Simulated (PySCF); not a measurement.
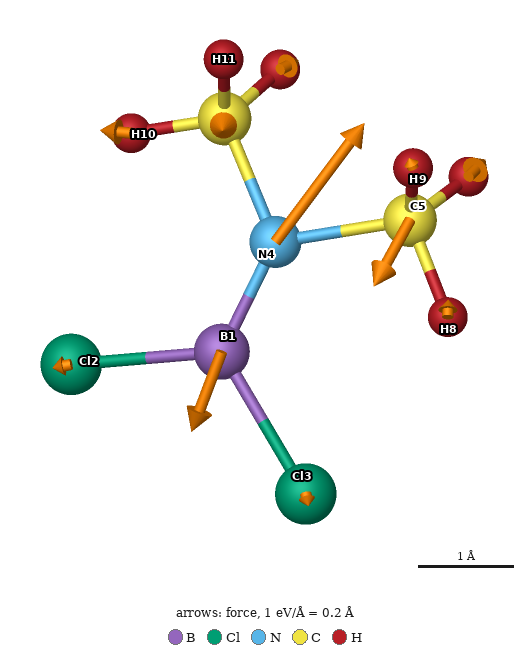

Starting geometry of C$_{2}$H$_{6}$BCl$_{2}$N with the computed forces as orange arrows. The picture is a ball-and-stick view, seen at a tilt.

The start comes from GFN2-xTB. Its atoms were then displaced at random by about 0.03 Å.

Method: PBE0-D3(BJ)/def2-SVP geometry optimisation, gas phase in PySCF 2.14.0, density-fitted response routines. 

### What follows when this structure is relaxed?

It isn't relaxed: the largest force vector, on the N atom, is 7.85 eV/Å. The final displacements follow the starting forces only in part (cosine between the two patterns 0.57). The largest moves after the best rigid fit, 0.100 Å, are those of Cl and N atoms. Largest moves by element: N 0.100 Å, Cl 0.098 Å, B 0.081 Å, H 0.057 Å, C 0.053 Å. Some distances before and after: B–N 1.294 → 1.395 Å, C–N 1.504 → 1.447 Å, C–H 1.058 → 1.104 Å, C–H 1.127 → 1.095 Å. Among the angles between lasting bonds that change: C–N–C 106.7° → 113.1°, N–C–H 105.4° → 110.7°, H–C–H 104.0° → 108.6°. Over 8 geometry steps the energy falls by 61.7 kJ/mol.
